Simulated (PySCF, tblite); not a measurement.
**C₅H₈Si: geometry, infrared bands and NMR shifts**

Wanted: the infrared bands and NMR shifts of C₅H₈Si (`C#C[C@H]1CC[SiH2]1`), by calculation.

Computed with tblite 0.8.0 and PySCF 2.14.0, with density-fitted response routines of our own, on a single molecule in the gas phase. Atoms count from 0, in the outputs and in this text.

## Step 1: Starting geometry

14 atoms, charge 0, multiplicity 1; geometry from: force field or distance geometry start.

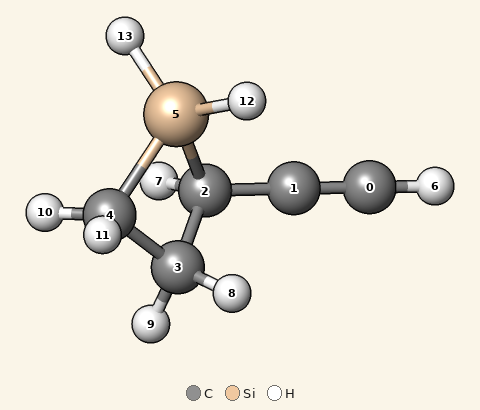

The starting geometry (carbon grey, silicon light orange, hydrogen white), atoms numbered.

## Step 2: Relaxing the molecule with GFN2-xTB

Job settings and geometry (Å):

```
{"job": {"kind": "relax", "xc": "GFN2-xTB", "basis": "xTB"}, "charge": 0, "multiplicity": 1}
C      2.928200    -0.609500    -0.250000
C      1.771100    -0.278900    -0.432600
C      0.411000     0.092500    -0.645800
C     -0.680400    -0.945300    -0.211500
C     -1.752600     0.098400     0.232700
Si    -0.334400     1.267400     0.669800
H      3.934700    -0.892600    -0.100000
H      0.225300     0.497500    -1.650600
H     -0.362800    -1.620200     0.620300
H     -1.020000    -1.615500    -1.007600
H     -2.367700     0.474100    -0.600900
H     -2.400500    -0.208200     1.053600
H      0.174300     1.065200     2.065400
H     -0.526800     2.674700     0.235000
```

Started as:

```console
OMP_NUM_THREADS=1 python probes_run.py task.json out
```

This one command runs all jobs of the session in turn.

Log:

```text
step      E/eV     max force
  0    -446.31997    2.129
  1    -446.30463    5.151
  2    -446.42913    0.613
  3    -446.45746    0.476
  4    -446.48577    0.494
  5    -446.49261    0.286
  6    -446.50082    0.251
  7    -446.50733    0.386
  8    -446.51325    0.274
  9    -446.51626    0.140
 10    -446.51845    0.123
 11    -446.52054    0.187
 12    -446.52275    0.183
 13    -446.52468    0.107
 14    -446.52622    0.120
 15    -446.52756    0.125
 16    -446.52880    0.124
 17    -446.52979    0.075
 18    -446.53061    0.077
 19    -446.53154    0.115
 20    -446.53290    0.142
 21    -446.53498    0.150
 22    -446.53791    0.181
 23    -446.54127    0.184
 24    -446.54394    0.142
 25    -446.54551    0.119
 26    -446.54675    0.095
 27    -446.54818    0.099
 28    -446.54967    0.137
 29    -446.55097    0.125
 30    -446.55194    0.071
 31    -446.55263    0.078
 32    -446.55318    0.076
 33    -446.55364    0.078
 34    -446.55401    0.053
 35    -446.55438    0.055
 36    -446.55484    0.072
 37    -446.55535    0.074
 38    -446.55582    0.056
 39    -446.55619    0.041
 40    -446.55656    0.065
 41    -446.55696    0.073
 42    -446.55736    0.070
 43    -446.55768    0.046
 44    -446.55797    0.053
 45    -446.55833    0.075
 46    -446.55873    0.085
 47    -446.55910    0.076
 48    -446.55938    0.037
 49    -446.55961    0.047
 50    -446.55989    0.076
 51    -446.56024    0.070
 52    -446.56054    0.057
 53    -446.56073    0.036
 54    -446.56095    0.047
 55    -446.56121    0.054
 56    -446.56144    0.052
 57    -446.56161    0.035
 58    -446.56172    0.024
 59    -446.56180    0.031
 60    -446.56187    0.033
 61    -446.56193    0.025
 62    -446.56199    0.027
 63    -446.56205    0.024
 64    -446.56211    0.028
 65    -446.56217    0.024
 66    -446.56221    0.025
 67    -446.56226    0.026
 68    -446.56234    0.034
 69    -446.56246    0.050
 70    -446.56259    0.051
 71    -446.56268    0.034
 72    -446.56274    0.022
 73    -446.56279    0.027
 74    -446.56285    0.031
 75    -446.56289    0.023
 76    -446.56290    0.008
```

Run time: 0.41 s. Hardware: 1 thread of Arm Neoverse V1, shared host; peak memory 0.18 GiB.

Relaxation path: (not every step is listed) (the energy doesn't fall at every step)

```csv
step,energy from step 0 (eV),largest force (eV/Å)
0,0.0000,2.1293
1,0.0153,5.1513
2,-0.1092,0.6134
3,-0.1375,0.4758
4,-0.1658,0.4938
5,-0.1726,0.2860
6,-0.1808,0.2507
7,-0.1874,0.3857
8,-0.1933,0.2738
14,-0.2063,0.1197
20,-0.2129,0.1417
26,-0.2268,0.0952
32,-0.2332,0.0758
38,-0.2358,0.0565
44,-0.2380,0.0529
50,-0.2399,0.0757
56,-0.2415,0.0520
62,-0.2420,0.0275
68,-0.2424,0.0345
71,-0.2427,0.0341
72,-0.2428,0.0224
73,-0.2428,0.0266
74,-0.2429,0.0309
75,-0.2429,0.0226
76,-0.2429,0.0076
```

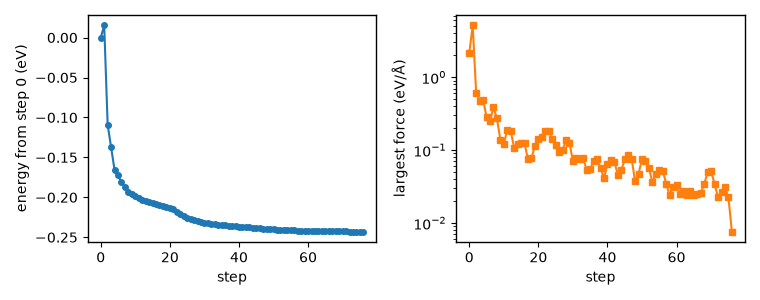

Energy and largest force along the relaxation.

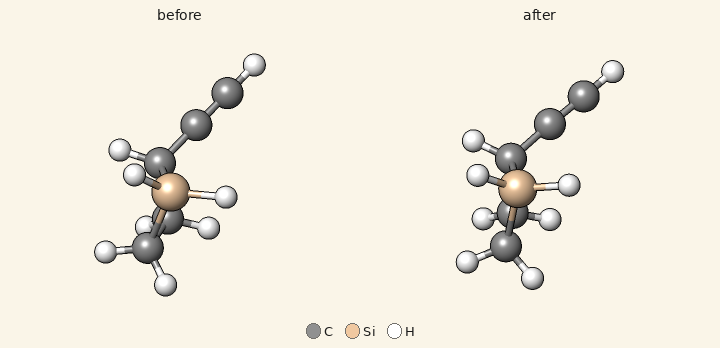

The geometry before (left) and after (right).

Distances of close pairs at the start and the end, largest changes first:

```
   bond  before (Å)  after (Å)  change (Å)
Si5–H12       1.499      1.461      -0.038
  C3–H8       1.117      1.090      -0.028
Si5–H13       1.485      1.463      -0.023
 C4–Si5       1.889      1.911      +0.022
  C3–C4       1.561      1.541      -0.020
  C0–C1       1.217      1.198      -0.019
  C2–C3       1.567      1.549      -0.018
 C2–Si5       1.915      1.932      +0.017
```

The next job starts from the end point, and lists it.

## Step 3: Vibrational analysis with GFN2-xTB

Job settings and geometry (Å):

```
{"job": {"kind": "ir", "xc": "GFN2-xTB", "basis": "xTB"}, "charge": 0, "multiplicity": 1}
C      2.854595    -0.734657    -0.098268
C      1.761606    -0.321828    -0.365298
C      0.435827     0.153083    -0.636290
C     -0.689316    -0.881007    -0.380850
C     -1.693451     0.004269     0.383066
Si    -0.385017     1.378279     0.611996
H      3.816793    -1.092809     0.115865
H      0.399815     0.526312    -1.663323
H     -0.322457    -1.691122     0.248718
H     -1.090074    -1.317369    -1.295877
H     -2.535739     0.294094    -0.242975
H     -2.102006    -0.467900     1.273428
H      0.248091     1.437917     1.927392
H     -0.699346     2.712264     0.100250
```

Log:

```text
mode    cm-1     km/mol
  1      66.4      0.05
  2     134.8      0.09
  3     190.4      0.09
  4     356.1      0.89
  5     426.4      7.89
  6     440.1     20.37
  7     459.9      3.79
  8     516.0     35.75
  9     594.4     25.11
 10     626.3    224.61
 11     658.2     16.23
 12     682.6     31.19
 13     715.6     46.27
 14     752.5     90.19
 15     778.2    240.55
 16     882.6     18.97
 17     957.6      6.35
 18    1027.0      1.98
 19    1049.4      2.28
 20    1091.1     15.67
 21    1137.3     14.98
 22    1178.4      6.06
 23    1215.0      1.83
 24    1252.7      0.73
 25    1289.8      7.52
 26    1472.6      0.99
 27    1495.1      0.36
 28    2262.1    424.37
 29    2277.7     40.55
 30    2284.7    269.65
 31    2931.7     32.88
 32    2980.1     27.00
 33    2998.3     53.19
 34    3005.4     54.78
 35    3015.5     40.11
 36    3395.3      1.53
```

Wall time 0.38 s (1 thread of Arm Neoverse V1, shared host); peak memory 0.18 GiB.

Which atoms move in the most intense modes:

```
cm⁻¹  km/mol                                  atoms
 626   224.6  H12 34 %, H13 29 %, H6 19 %, Si5 11 %
 716    46.3            H10 21 %, H11 14 %, C4 13 %
 752    90.2  C4 34 %, H13 18 %, H11 18 %, H12 14 %
 778   240.6  H12 28 %, H13 28 %, Si5 18 %, C4 12 %
2262   424.4                               H13 94 %
2285   269.6                               H12 86 %
2998    53.2   H10 35 %, H9 28 %, H11 18 %, H8 12 %
3005    54.8                      H8 56 %, H10 34 %
```

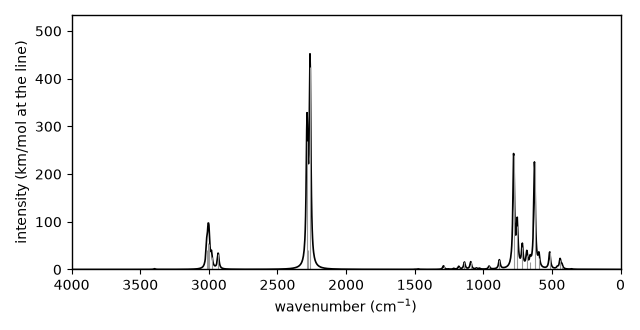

The infrared spectrum from these modes, unscaled. Lines are broadened to a width of 14 cm⁻¹ (Lorentzian).

## Step 4: Nuclear shieldings: PBE0/pcSseg-1

Same as in step 3 but for these lines:

```diff
@@ -1,2 +1,2 @@
-{"job": {"kind": "ir", "xc": "GFN2-xTB", "basis": "xTB"}, "charge": 0, "multiplicity": 1}
+{"job": {"kind": "nmr", "xc": "PBE0", "basis": "pcSseg-1"}, "charge": 0, "multiplicity": 1}
 C      2.854595    -0.734657    -0.098268
```

Level: GIAO PBE0/pcSseg-1 NMR shielding, non-relativistic, gas phase.

Log:

```text
coarse grid: 12016 points
cycle   1  E = -484.2521532813  dE =  6.916e-01  |g| = 4.417e-01  |ddm| = 3.534e+00
cycle   2  E = -484.2445129927  dE =  7.640e-03  |g| = 4.709e-01  |ddm| = 1.081e+00
cycle   3  E = -484.3048384912  dE = -6.033e-02  |g| = 5.727e-02  |ddm| = 5.594e-01
cycle   4  E = -484.3055185221  dE = -6.800e-04  |g| = 2.625e-02  |ddm| = 8.024e-02
cycle   5  E = -484.3056651356  dE = -1.466e-04  |g| = 1.227e-02  |ddm| = 3.069e-02
cycle   6  E = -484.3057009623  dE = -3.583e-05  |g| = 3.390e-03  |ddm| = 1.075e-02
cycle   7  E = -484.3057037774  dE = -2.815e-06  |g| = 3.625e-04  |ddm| = 3.434e-03
final grid: 110944 points
cycle   8  E = -484.3437197632  dE = -2.596e-05  |g| = 6.626e-03  |ddm| = 3.829e-02
cycle   9  E = -484.3437120349  dE =  7.728e-06  |g| = 8.555e-03  |ddm| = 1.537e-02
cycle  10  E = -484.3437310821  dE = -1.905e-05  |g| = 1.502e-03  |ddm| = 8.920e-03
cycle  11  E = -484.3437316019  dE = -5.198e-07  |g| = 4.738e-04  |ddm| = 1.398e-03
cycle  12  E = -484.3437316545  dE = -5.257e-08  |g| = 1.061e-04  |ddm| = 4.307e-04
cycle  13  E = -484.3437316573  dE = -2.821e-09  |g| = 1.933e-05  |ddm| = 1.267e-04
cycle  14  E = -484.3437316574  dE = -9.356e-11  |g| = 2.971e-06  |ddm| = 3.069e-05
converged SCF energy = -484.3437316574

GIAO shielding tensors (ppm)
atom      isotropic    diamagn.    paramagn.     s11        s22        s33       span
  0 C      111.109     257.899    -146.790     45.377     52.358    235.593    190.216
  1 C       95.139     255.873    -160.734    -10.107     -3.980    299.505    309.612
  2 C      170.202     253.158     -82.956    148.604    175.202    186.799     38.195
  3 C      154.974     248.716     -93.743    134.976    150.862    179.083     44.107
  4 C      179.254     252.529     -73.275    159.145    177.084    201.534     42.389
  5 Si     372.402     878.821    -506.419    330.131    366.739    420.336     90.204
  6 H       30.007      34.178      -4.171     25.152     25.310     39.560     14.408
  7 H       28.982      29.064      -0.082     24.522     29.107     33.316      8.794
  8 H       29.293      31.041      -1.748     25.632     29.223     33.024      7.391
  9 H       28.951      30.423      -1.472     24.840     27.359     34.654      9.813
 10 H       30.219      29.967       0.252     26.781     27.653     36.225      9.444
 11 H       30.340      29.829       0.511     26.250     27.350     37.420     11.170
 12 H       26.881      28.530      -1.649     24.570     25.253     30.820      6.250
 13 H       26.758      28.545      -1.787     24.205     24.263     31.808      7.603
```

Wall time 17 s (1 thread of Arm Neoverse V1, shared host); peak memory 0.67 GiB.

The references, computed at this level on geometries of the same kind, shield at (ppm): 1H TMS 31.72, 13C TMS 186.9, 29Si TMS 349.2. Their shielding less the atom's gives the shift. The references are single molecules in the gas phase.

| atoms | environment | σ (ppm) | δ (ppm) | δ scaled to CDCl3 |
| --- | --- | --- | --- | --- |
| C1 | alkyne carbon | 95.1 | 91.8 | 87.7 |
| C0 | terminal alkyne carbon | 111.1 | 75.8 | 72.1 |
| C3 | sp3 CH2 in a ring | 155.0 | 32.0 | 29.3 |
| C2 | propargylic sp3 CH bonded to Si | 170.2 | 16.7 | 14.4 |
| C4 | sp3 CH2 bonded to Si | 179.3 | 7.7 | 5.6 |
| H13 | hydrogen on a silicon bonded to 2 C, in a 4-membered ring | 26.76 | 4.96 | – |
| H12 | hydrogen on a silicon bonded to 2 C, in a 4-membered ring | 26.88 | 4.84 | – |
| H9 | hydrogen on an sp3 CH2 in a ring | 28.95 | 2.77 | 2.71 |
| H7 | hydrogen on a propargylic sp3 CH bonded to Si | 28.98 | 2.74 | 2.68 |
| H8 | hydrogen on an sp3 CH2 in a ring | 29.29 | 2.42 | 2.39 |
| H6 | hydrogen on a terminal alkyne carbon | 30.01 | 1.71 | 1.72 |
| H10 | hydrogen on an sp3 CH2 bonded to Si | 30.22 | 1.50 | 1.52 |
| H11 | hydrogen on an sp3 CH2 bonded to Si | 30.34 | 1.38 | 1.40 |
| Si5 | silicon bonded to 2 C, 2 H, in a 4-membered ring | 372.4 | -23.2 | – |

The scaled column applies a straight-line fit of computed shieldings to shifts measured in CDCl3 (root-mean-square error 0.16 ppm for H, 1.9 ppm for C).

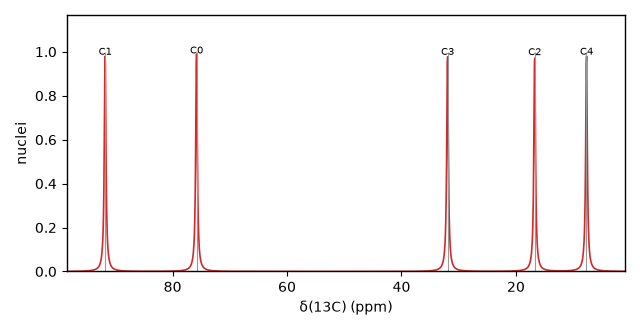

13C lines at the computed shifts, without couplings. Lines are broadened to a width of 0.34 ppm (Lorentzian).

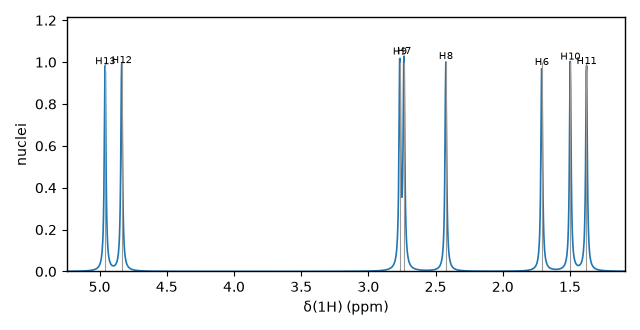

1H lines at the computed shifts, without couplings. Lines are broadened to a width of 0.01 ppm (Lorentzian).

The run also stored atomic charges by several schemes (e):

```csv
atoms,Mulliken,IAO,Hirshfeld,ESP fit
C0,-0.41,-0.28,-0.14,-0.40
C1,0.32,-0.02,-0.05,-0.18
C2,-0.54,-0.39,-0.10,0.15
C3,-0.15,-0.24,-0.06,-0.12
C4,-0.51,-0.55,-0.16,-0.31
Si5,0.69,0.76,0.37,0.37
```

IAO charges:

C0 -0.28; C1 -0.02; C2 -0.39; C3 -0.24; C4 -0.55; Si5 0.76; H6 0.20; H7 0.17; H8 0.15; H9 0.14; H10 0.15; H11 0.15; H12 -0.11; H13 -0.12

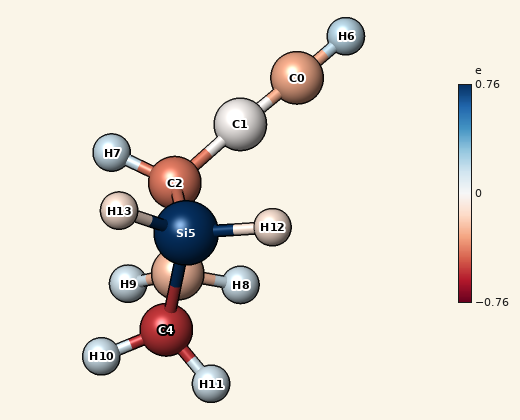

IAO charges, as colours on the atoms.

Mayer bond orders: C0–C1 2.48, C1–C2 1.05, C2–C3 0.97, C3–C4 1.00, C4–Si5 0.94, Si5–C2 0.84.

Ring of atoms C2, C3, C4, Si5: NICS(0) 0.9, NICS(1) -0.5, NICS(1)zz 5.4 ppm (means of both faces).

## Step 5: Results

```
                                 quantity                                               value
strongest single infrared mode (GFN2-xTB)                               2262 cm⁻¹, 424 km/mol
             zero-point energy (GFN2-xTB)                                       66.6 kcal/mol
   13C shifts against TMS (PBE0/pcSseg-1)                     91.8, 75.8, 32.0, 16.7, 7.7 ppm
    1H shifts against TMS (PBE0/pcSseg-1)  4.96, 4.84, 2.77, 2.74, 2.42, 1.71, 1.50, 1.38 ppm
  29Si shifts against TMS (PBE0/pcSseg-1)                                           -23.2 ppm
```

In words: Over 76 steps the energy fell by 0.243 eV; of the close pairs, Si5–H12 changed most, 1.499 to 1.461 Å. All 36 modes are real, so the xTB geometry is a minimum. The strongest single mode, at 2262 cm⁻¹, moves mainly H13. GFN2-xTB is a fitted tight-binding method: band positions and strengths are rough. Its intensities can rank the bands wrongly. At PBE0/pcSseg-1: Shielding is most anisotropic at C1 (span 310 ppm, paramagnetic term -161 ppm).
